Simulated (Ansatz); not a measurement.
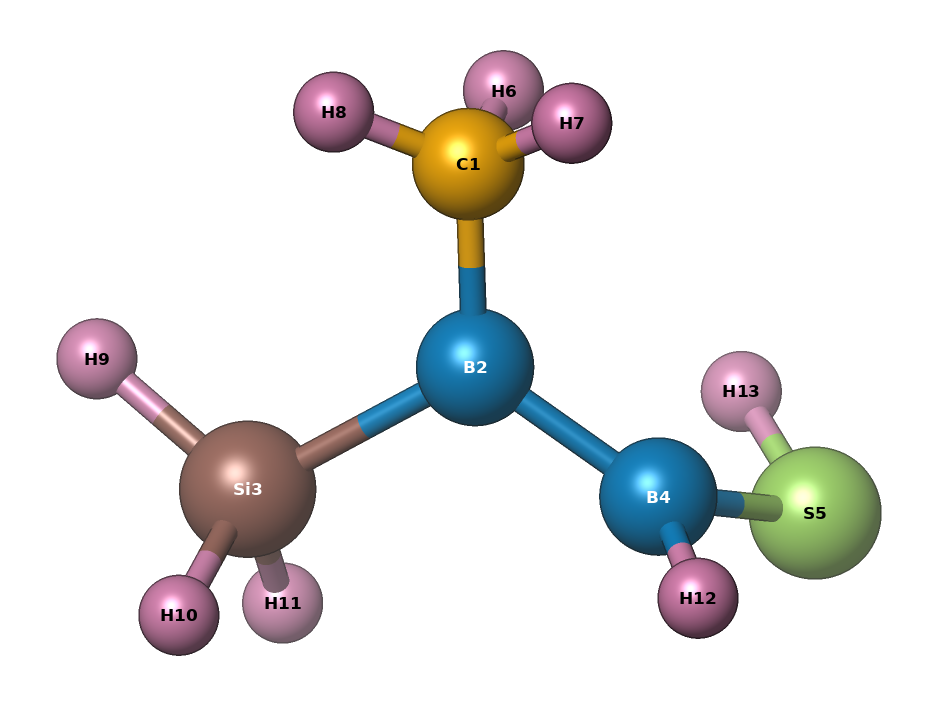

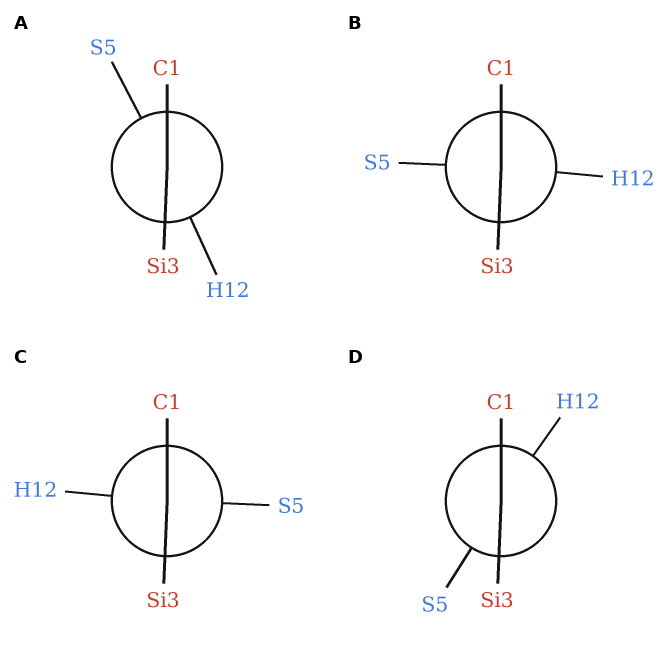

Atoms fade into the background with distance from the viewer. Bonds that would overlap in a projection are set slightly apart. The computed structure is the end point of a PBE-D4/def2-SVP optimisation. No frequency run is at hand to confirm it as a minimum.

Which Newman projection shows the view along B2–B4, with B2 in front?

Answer. B. The torsion angle Si3–B2–B4–S5 is 90°, about perpendicular.
